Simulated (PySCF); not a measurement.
# B3H3O3: the cost of one run

Computed with PySCF 2.14.0. Level: levels as typed in each script, gas phase, geometry from GFN2-xTB.

## Step 1: The starting structure

SMILES `B1OBOBO1`, 9 atoms, charge 0, spin multiplicity 1.

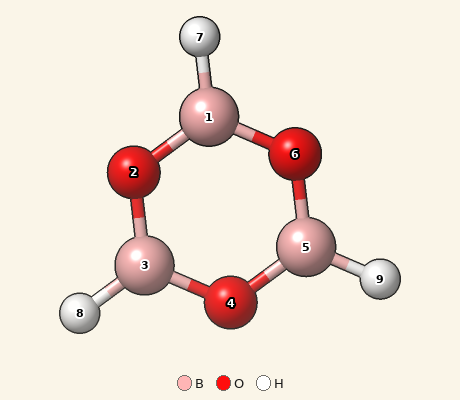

The structure; boron pink, oxygen red, hydrogen white; atoms are numbered from 1 in the order of the file.

Geometry (Å):

```xyz
9

B    -1.3129   -0.3587    0.0000
O    -0.3454   -1.3146    0.0000
B     0.9671   -0.9577    0.0000
O     1.3112    0.3582    0.0000
B     0.3458    1.3163    0.0000
O    -0.9658    0.9565    0.0000
H    -2.4414   -0.6670    0.0000
H     1.7983   -1.7808    0.0000
H     0.6430    2.4478    0.0000
```

## Step 2: Excited states (B3LYP/def2-svpd)

File input.py:

```python
import numpy as np
from pyscf import gto, scf, dft, tdscf
from pyscf.scf import atom_ks, atom_hf
from scipy.linalg import block_diag

def solve(mol, dm0=None, hcore=None):
    mf = (dft.UKS if mol.spin else dft.RKS)(mol, xc='b3lyp')
    mf.grids.level = 3
    mf = mf.density_fit(auxbasis='def2-universal-jkfit')
    mf.conv_tol, mf.max_cycle = 1e-8, 80
    if hcore is not None:
        mf.get_hcore = lambda *args: hcore
    mf.kernel(dm0)
    if not mf.converged:
        mf = mf.newton().run(mf.mo_coeff, mf.mo_occ, max_cycle=30)
    assert mf.converged, 'SCF not converged'
    return mf

mol = gto.M(atom='''
B     -1.31291    -0.35869     0.00000
O     -0.34540    -1.31464     0.00000
B      0.96710    -0.95766     0.00000
O      1.31121     0.35819     0.00000
B      0.34582     1.31635     0.00000
O     -0.96581     0.95645     0.00000
H     -2.44140    -0.66703     0.00000
H      1.79834    -1.78082     0.00000
H      0.64303     2.44783     0.00000
''', basis='def2-svpd', charge=0, spin=0, verbose=4)
mf = solve(mol)
td = mf.TDA()
td.nstates, td.singlet, td.conv_tol = 6, True, 1e-5
td.kernel()
td.analyze()
x, y = np.array([p[0] for p in td.xy]), np.array([p[1] + 0 * p[0] for p in td.xy])
f, mu = td.oscillator_strength(), td.transition_dipole()
nto = [td.get_nto(state=i + 1, verbose=4) for i in range(len(td.e))]
# spherically averaged free atoms, for the promolecule
atm = atom_ks.get_atm_nrks(mol, xc='b3lyp')
pro = block_diag(*[(atm[a[0]][2] * atm[a[0]][3]) @ atm[a[0]][2].T for a in mol._atom])
np.savez('result.npz', e=td.e, f=f, ok=td.converged, w=[n[0] for n in nto], nto=[n[1] for n in nto], x=x, y=y, c=mf.mo_coeff, occ=mf.mo_occ, eps=mf.mo_energy, pro=pro, mu=mu)
```

Run with:

```sh
$ OMP_NUM_THREADS=1 python input.py
```

**Question.** How long does this run take on 1 thread of Intel Xeon Platinum 8488C (Sapphire Rapids), shared host, and how much memory does it need?

About 2.3 min, with a peak of 0.74 GiB.
